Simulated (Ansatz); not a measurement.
## V (Im-3m): Drude plasma energy against volume

The cell of V (Im-3m) is scaled evenly and the response computed anew at each volume, on one mesh.

Cell: a, b, c = 2.623, 2.623, 2.623 Å (primitive vectors), 1 atoms.

Method: Ansatz 0.2.0, r2SCAN, independent particles, k-mesh 18×18×18 with interpolation inside its cells, Gaussian parameter 0.1 eV.

Launch of the response step: `ansatz run input.yaml --threads 4 --pin off --max-ram 8192MiB --backend cpu --events-out ev --progress --plain --runs-dir out`. The series took 76 s in all, on 4 threads of Intel(R) Xeon(R) Processor @ 2.70GHz, with other jobs on the host.

| V/V₀ | V (Å³, primitive cell) | Drude plasma energy (eV) |
| --- | --- | --- |
| 0.94 | 13.06 | 8.310 |
| 0.96 | 13.34 | 8.120 |
| 0.98 | 13.61 | 7.940 |
| 1.00 | 13.89 | 7.767 |
| 1.02 | 14.17 | 7.603 |
| 1.04 | 14.45 | ? |
| 1.06 | 14.72 | 7.297 |

For small changes the quantity should be close to linear in ln V.

Working, on the rows shown:

| x = ln(V/V₀) | y = Drude plasma energy |
| --- | --- |
| -0.0618754 | 8.31 |
| -0.040822 | 8.12 |
| -0.0202027 | 7.94 |
| 0 | 7.767 |
| 0.0198026 | 7.603 |
| 0.0582689 | 7.297 |

Means: x̄ = -0.0074714, ȳ = 7.8395. Σ(x − x̄)(y − ȳ) = -0.07889, Σ(x − x̄)² = 0.009356. Slope = -0.07889 / 0.009356 = -8.432; intercept = ȳ − slope · x̄ = 7.7765. The line misses the rows shown by at most 0.012 eV.

Q: Fill in the last column of the withheld row.

A: At x = 0.039221 the line gives y = 7.4458 eV. The run gave 7.447 eV, so the interpolation is off by 0.0012 eV, 0.1 % of the range in the table.

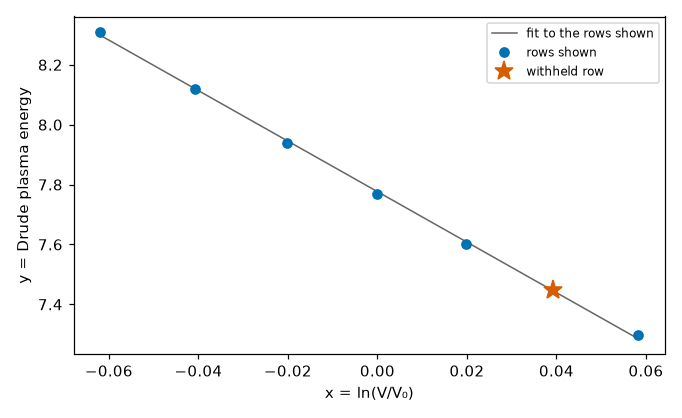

Between the rows on either side of x = 0 the slope is (7.603 − 7.94) / (0.019803 − (-0.020203)) = -8.424. So d ln ωp/d ln V = -1.08; free electrons would give −0.50. The values come from a sum over the points of one k-mesh and carry its error, which is largest for Fermi-surface quantities.
